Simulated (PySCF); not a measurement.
C$_{3}$H$_{11}$ClO$_{2}$Si$_{3}$

```
atom    x (Å)    y (Å)    z (Å)
   C  -1.9349  -1.2311  -0.6709
   C  -1.7311   0.0187  -0.2880
   C  -2.7266   0.8438   0.4706
   O  -0.5820   0.7028  -0.5325
  Si   0.8649   0.2866  -1.1455
   O   1.4618  -1.0342  -0.4115
  Si   1.7297  -2.0710   0.8045
  Si   2.0692   2.1376  -0.5499
  Cl   3.6118   2.3918  -1.8311
   H  -2.8601  -1.7308  -0.4539
   H  -1.1861  -1.7829  -1.2077
   H  -2.3245   1.0942   1.4514
   H  -2.9112   1.7762  -0.0600
   H  -3.6605   0.3050   0.5914
   H   0.7577  -0.1731  -2.5320
   H   1.3264  -1.4351   2.0600
   H   0.9155  -3.2532   0.5270
   H   3.1654  -2.3338   0.7536
   H   1.3236   3.4027  -0.5838
   H   2.6859   2.0966   0.7860
```

Geometry: GFN2-xTB.

All numbers below come from PySCF 2.14.0, PBE0/pcSseg-1, SCF density, gas phase, non-relativistic.

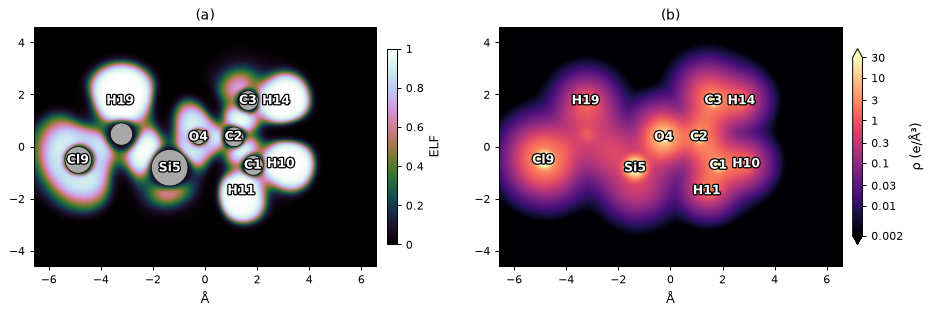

Figure 1. (a) electron localisation function; (b) electron density on the plane of atoms C1, C2 and C3. Grey discs cover the atomic cores in the ELF map.

Read the bonding off the picture.

- The section cuts through C, O, Si, Cl and H sites.
- C–C (1.32 Å): the density is about 2.3 e/Å³ at the midpoint; the ELF peaks at about 0.95 between the atoms (a short, multiple covalent bond).
- C–O (1.36 Å): the density is about 2.3 e/Å³ at the midpoint, with its minimum of 1.9 e/Å³ about 0.5 Å from C; the ELF peaks at about 0.90 between the atoms; a shared but strongly polarised pair.
- Si–O (1.63 Å): the density is about 1.1 e/Å³ at the midpoint; the ELF peaks at about 0.85 between the atoms: a short, strongly polar bond.
- C–H (1.07 Å): ρ is about 2 e/Å³ halfway; the ELF climbs to about 1 towards the hydrogen, as it does in any bond to H: an ordinary covalent bond to hydrogen.
- C–C (1.50 Å): ρ at the midpoint is about 1.7 e/Å³; the ELF peaks at about 0.95 between the atoms; a shared electron pair.
- The ELF also peaks beside Cl9 and O4, away from the bonds: lone-pair regions.

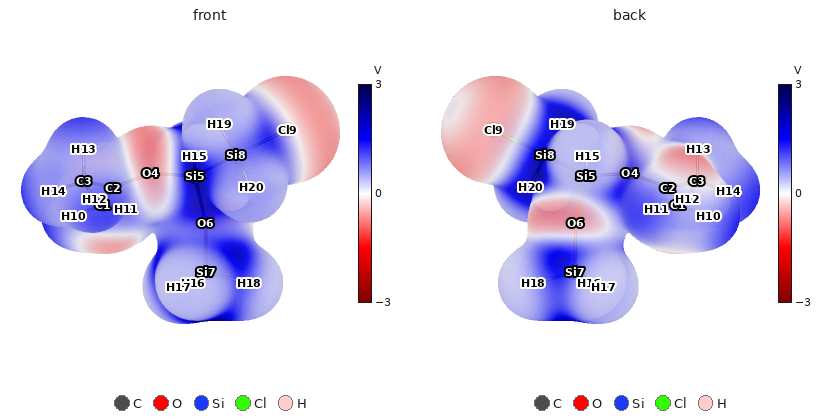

Figure 2. The molecular electrostatic potential painted on the density surface at 0.004 e/bohr³, seen from the front and from behind; red is negative and blue positive.

Where is the surface potential most negative and most positive?

The most negative region (about −0.7 V, or −16 kcal/mol for a unit charge) lies over C1, O4 and O6, the most positive (about +2.4 V, or +55 kcal/mol for a unit charge) over Si5, Si7 and Si8.

How polar is the molecule by this calculation?

Its dipole moment is 2.65 D.
